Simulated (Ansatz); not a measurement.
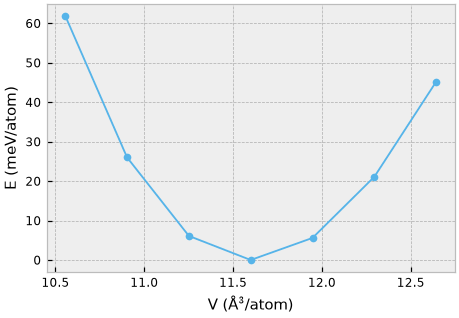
Figure. AlCo (CsCl type, Pm-3m) under volume change, DFT-PBE in the program Ansatz with PAW potentials, scaled uniformly.

Task: What does a third-order Birch–Murnaghan fit give for V₀, B₀ and B′?

Result: V₀ = 11.60 Å³/atom, B₀ = 179 GPa, B′ = 4.3.

Symmetry was held in the PBE relaxation. The workflow began spin-polarised and lost its moments.

Potentials: the later of the program's two PAW sets.
